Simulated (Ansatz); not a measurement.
## TaH$_{4}$ClO$_{4}$: molecular dynamics (part 2 of 2)

Continued. System: TaH$_{4}$ClO$_{4}$, SMILES [OH][Ta]([OH])([OH])([OH])[Cl]. Method: RKS revPBE/def2-SVP (Ansatz 0.2.0). The geometry comes from this level: PBE0-D4/def2-TZVP.

Geometry of the input (Å):
```
O  -1.1543  -0.9888  -1.1285
Ta 0.0843  -0.1027  0.0090
O  1.2322  -1.5573  0.1357
O  -0.2591  -0.0208  1.8769
O  1.3906  1.0502  -0.7514
Cl -1.4278  1.8170  -0.1589
H  -1.9461  -0.5487  -1.4464
H  1.8258  -2.3003  0.1988
H  -0.8452  0.6418  2.2499
H  1.1827  1.9586  -0.9821
```

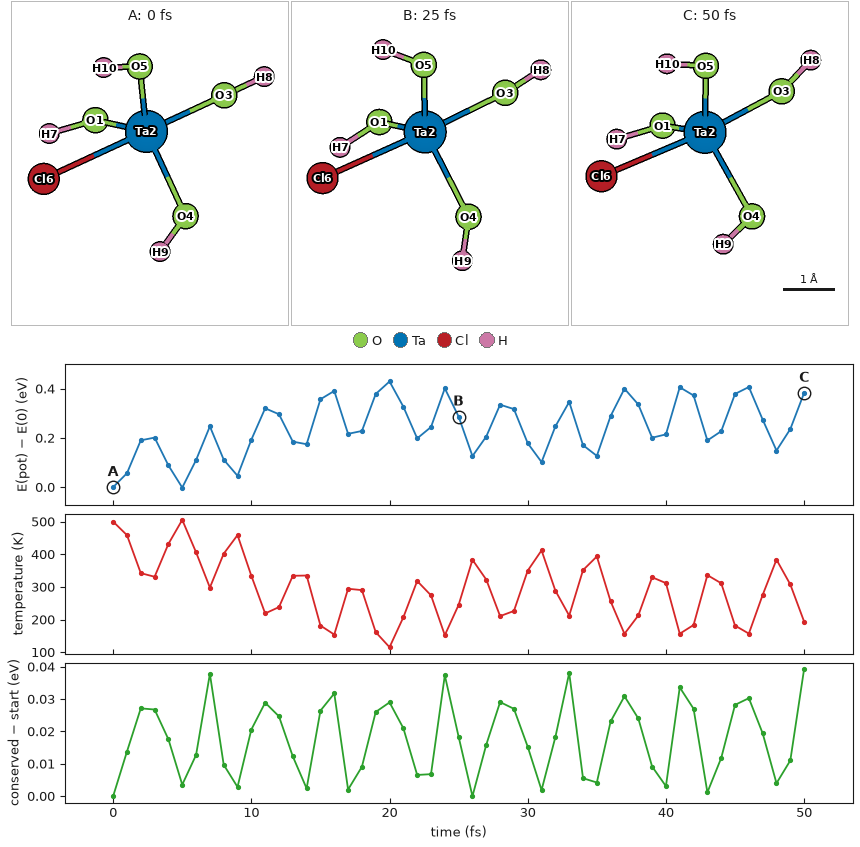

*Frames of the molecular dynamics (ball-and-stick, seen at an oblique angle) above the curves, on which the letters mark them.*

The trajectory kept here has 51 frames over 50 fs. The temperature starts at 500 K, ranges from 115 to 505 K and averages 275 K over the second half. The potential energy ends 0.383 eV above its first value. The conserved quantity stays within 0.039 eV. After an unweighted best fit of the last frame on the first, the root-mean-square displacement is 0.18 Å, and H8 has moved furthest (0.32 Å).

```
Total energy: -22321.15421816 eV, -820.2872876955 hartree
Atom 0 at    -1.165730    -1.139127    -0.997897 Å, force    -0.186392    -0.129831    -0.315664 eV/Å
Atom 1 at     0.066230    -0.078433     0.009889 Å, force     0.418141    -0.918133     0.511778 eV/Å
Atom 2 at     1.260229    -1.521239     0.048870 Å, force    -3.693070     3.169892     1.326728 eV/Å
Atom 3 at    -0.236248    -0.205426     1.917491 Å, force     0.877595    -1.011556    -0.743288 eV/Å
Atom 4 at     1.500776     1.009297    -0.678776 Å, force    -0.219982     2.167140    -0.764676 eV/Å
Atom 5 at    -1.410603     1.849485    -0.223737 Å, force     0.037739    -0.029029     0.049715 eV/Å
Atom 6 at    -1.999618    -0.790622    -1.336981 Å, force    -0.427419     0.135496    -0.212979 eV/Å
Atom 7 at     1.908560    -2.083640    -0.179706 Å, force     4.002020    -3.478060    -1.358574 eV/Å
Atom 8 at    -0.734036     0.556676     2.156458 Å, force    -1.187901     1.614073     1.019906 eV/Å
Atom 9 at     1.302041     1.955860    -0.985377 Å, force     0.379269    -1.519993     0.487054 eV/Å
Dipole moment:     0.096042    -0.012997    -0.194797 e Å
```

### Trajectory as extended XYZ (Å, eV, eV/Å), 10 of the 51 frames kept, from step=0 to step=50
```
10
Properties=species:S:1:pos:R:3:forces:R:3 step=0 time_fs=0.0 energy=-22321.53722 temperature=500.0
O    -1.1543   -0.9888   -1.1285    0.0451  -0.6912  -0.2531
Ta    0.0843   -0.1027    0.0090   -0.2089   0.2634  -0.0225
O     1.2322   -1.5573    0.1357    0.1456  -0.1892   0.0173
O    -0.2591   -0.0208    1.8769    0.2760  -0.4416   0.5222
O     1.3906    1.0502   -0.7514    0.7024  -0.1658  -0.1560
Cl   -1.4278    1.8170   -0.1589   -0.2282   0.2897  -0.0253
H    -1.9461   -0.5487   -1.4464   -0.6386   0.3091  -0.2749
H     1.8258   -2.3003    0.1988    0.4831  -0.6063   0.0518
H    -0.8452    0.6418    2.2499   -0.4561   0.5066   0.3382
H     1.1827    1.9586   -0.9821   -0.1204   0.7251  -0.1977
10
Properties=species:S:1:pos:R:3:forces:R:3 step=6 time_fs=6.0 energy=-22321.42707 temperature=406.0
O    -1.1497   -1.0247   -1.1165   -0.3447  -0.2724  -0.2978
Ta    0.0770   -0.0980    0.0071    1.0501   0.2807   0.3123
O     1.2568   -1.5850    0.1315   -2.2633   2.8405  -0.2041
O    -0.2620   -0.0358    1.8870    0.7382  -0.8516  -0.4709
O     1.4328    1.0700   -0.7454   -0.3270   1.2948  -0.6136
Cl   -1.4241    1.8243   -0.1631   -0.1573   0.0604  -0.0767
H    -2.0069   -0.6288   -1.3454   -0.1619   0.0605  -0.1166
H     1.8294   -2.2955    0.1716    2.0971  -2.5863   0.1453
H    -0.8189    0.5059    2.4314   -0.7433   0.7872   0.6023
H     1.2946    1.9997   -1.1251    0.1121  -1.6139   0.7197
10
Properties=species:S:1:pos:R:3:forces:R:3 step=11 time_fs=11.0 energy=-22321.21682 temperature=218.9
O    -1.1541   -1.0582   -1.1126   -0.8238   0.2555  -0.1664
Ta    0.0724   -0.0936    0.0059    1.5113   0.1708   0.4549
O     1.2693   -1.5980    0.1271    1.6227  -1.9290  -0.0251
O    -0.2628   -0.0515    1.8980   -0.8972   0.6422   1.1070
O     1.4660    1.0896   -0.7432   -0.4661  -2.1827   1.0229
Cl   -1.4223    1.8310   -0.1673   -0.0782  -0.0933  -0.1118
H    -2.0619   -0.6990   -1.2747    0.6110  -0.2014   0.0180
H     1.9389   -2.4183    0.1516   -2.2072   2.7329  -0.0982
H    -0.8253    0.4271    2.5954    1.0405  -0.7748  -1.5634
H     1.3765    1.9209   -1.1818   -0.3130   1.3798  -0.6379
10
Properties=species:S:1:pos:R:3:forces:R:3 step=17 time_fs=17.0 energy=-22321.32056 temperature=294.4
O    -1.1664   -1.0959   -1.1087    1.0551   0.1317   0.4444
Ta    0.0694   -0.0882    0.0053    1.4993  -0.3517   0.5659
O     1.2834   -1.6113    0.1200   -1.8300   2.3071  -0.1391
O    -0.2654   -0.0712    1.9119    1.0291  -0.8274  -1.8892
O     1.4945    1.0921   -0.7326   -0.8676  -1.1579   0.5030
Cl   -1.4207    1.8381   -0.1732    0.0218  -0.2509  -0.1164
H    -2.0701   -0.7942   -1.2128   -0.8384   0.3299  -0.2158
H     1.8880   -2.3328    0.1156    0.9247  -1.0696  -0.0288
H    -0.7614    0.3081    2.6200   -0.7952   0.7436   0.8664
H     1.4106    1.9047   -1.2554   -0.1987   0.1452   0.0097
10
Properties=species:S:1:pos:R:3:forces:R:3 step=22 time_fs=22.0 energy=-22321.33915 temperature=318.2
O    -1.1712   -1.1223   -1.1002   -0.3022   0.7299   0.3531
Ta    0.0691   -0.0841    0.0056    1.0136  -0.6362   0.4014
O     1.2764   -1.5977    0.1116   -0.0708   0.2334  -0.1424
O    -0.2601   -0.0943    1.9072   -0.0714   0.0482  -0.1990
O     1.5046    1.0784   -0.7170   -0.9088   0.1693  -0.4098
Cl   -1.4193    1.8423   -0.1790    0.0325  -0.2430  -0.1159
H    -2.1177   -0.8443   -1.1942    0.7040  -0.0984  -0.0134
H     1.9208   -2.3458    0.0832   -0.6581   0.7997  -0.0024
H    -0.7695    0.2922    2.6527    0.2721  -0.0579  -0.6698
H     1.3894    1.8869   -1.2949   -0.0109  -0.9451   0.7981
10
Properties=species:S:1:pos:R:3:forces:R:3 step=28 time_fs=28.0 energy=-22321.20216 temperature=210.7
O    -1.1728   -1.1423   -1.0820   -0.0279   0.6535   0.2897
Ta    0.0704   -0.0803    0.0066    0.1013  -0.7772   0.0504
O     1.2541   -1.5628    0.0997    2.1434  -2.2590  -0.2724
O    -0.2494   -0.1257    1.8897   -0.9182   0.7838   1.3637
O     1.5006    1.0517   -0.6968   -0.1119  -1.7270   1.0490
Cl   -1.4173    1.8452   -0.1870    0.0236  -0.1656  -0.1087
H    -2.1168   -0.8912   -1.1940    0.4103   0.0229  -0.0127
H     1.9609   -2.3439    0.0265   -2.2711   2.5437   0.1989
H    -0.7876    0.3283    2.6189    0.9731  -0.6790  -1.5423
H     1.3373    1.7953   -1.2480   -0.3227   1.6040  -1.0153
10
Properties=species:S:1:pos:R:3:forces:R:3 step=33 time_fs=33.0 energy=-22321.19097 temperature=212.3
O    -1.1696   -1.1493   -1.0611    0.8323   0.3236   0.2654
Ta    0.0717   -0.0783    0.0076   -0.7439  -0.8699  -0.1303
O     1.2414   -1.5378    0.0876   -3.1932   3.4130   0.5416
O    -0.2425   -0.1496    1.8782    1.2625  -1.1960  -1.0951
O     1.4912    1.0201   -0.6768   -0.1443   1.5165  -1.1718
Cl   -1.4155    1.8463   -0.1946   -0.0075  -0.0880  -0.0798
H    -2.0877   -0.9051   -1.2067   -0.6256   0.2717  -0.1590
H     1.8498   -2.1790   -0.0092    3.6347  -3.8321  -0.5748
H    -0.7520    0.3481    2.4736   -1.3780   1.4395   1.5542
H     1.2709    1.8218   -1.2438    0.3630  -0.9784   0.8496
10
Properties=species:S:1:pos:R:3:forces:R:3 step=39 time_fs=39.0 energy=-22321.33635 temperature=329.7
O    -1.1601   -1.1497   -1.0331   -1.0267   0.4218  -0.4127
Ta    0.0719   -0.0772    0.0086   -1.4595  -0.5668  -0.2221
O     1.2236   -1.5045    0.0746    2.1464  -2.3214  -0.1965
O    -0.2316   -0.1803    1.8705   -0.8649   0.9959   1.6718
O     1.4823    0.9959   -0.6647    0.5438   1.6666  -1.0596
Cl   -1.4134    1.8470   -0.2044   -0.0618   0.0567  -0.0531
H    -2.0896   -0.8763   -1.2463    0.8035  -0.1405   0.1480
H     1.9226   -2.1988   -0.0836   -0.9743   0.9672   0.2292
H    -0.7895    0.4759    2.3723    0.5762  -0.6558  -0.4842
H     1.2344    1.8189   -1.1563    0.3173  -0.4238   0.3793
10
Properties=species:S:1:pos:R:3:forces:R:3 step=44 time_fs=44.0 energy=-22321.30994 temperature=311.3
O    -1.1589   -1.1453   -1.0135   -0.0213  -0.1019  -0.2787
Ta    0.0700   -0.0772    0.0091   -1.0195  -0.6264   0.0851
O     1.2287   -1.4996    0.0640    2.5084  -2.5972  -0.4052
O    -0.2300   -0.1980    1.8851   -0.5904   0.8880   0.9883
O     1.4847    0.9943   -0.6663    0.9052   0.1545  -0.1807
Cl   -1.4120    1.8479   -0.2131   -0.0365   0.0635  -0.0128
H    -2.0348   -0.8449   -1.2789   -0.4975   0.1953  -0.1967
H     1.9525   -2.1761   -0.1461   -1.3984   1.3088   0.4284
H    -0.7745    0.5452    2.2421    0.2432  -0.4168   0.0518
H     1.2514    1.8282   -1.0657   -0.0932   1.1322  -0.4796
10
Properties=species:S:1:pos:R:3:forces:R:3 step=50 time_fs=50.0 energy=-22321.15414 temperature=193.8
O    -1.1657   -1.1391   -0.9979   -0.1864  -0.1298  -0.3157
Ta    0.0662   -0.0784    0.0099    0.4181  -0.9181   0.5118
O     1.2602   -1.5212    0.0489   -3.6931   3.1699   1.3267
O    -0.2362   -0.2054    1.9175    0.8776  -1.0116  -0.7433
O     1.5008    1.0093   -0.6788   -0.2200   2.1671  -0.7647
Cl   -1.4106    1.8495   -0.2237    0.0377  -0.0290   0.0497
H    -1.9996   -0.7906   -1.3370   -0.4274   0.1355  -0.2130
H     1.9086   -2.0836   -0.1797    4.0020  -3.4781  -1.3586
H    -0.7340    0.5567    2.1565   -1.1879   1.6141   1.0199
H     1.3020    1.9559   -0.9854    0.3793  -1.5200   0.4871
```
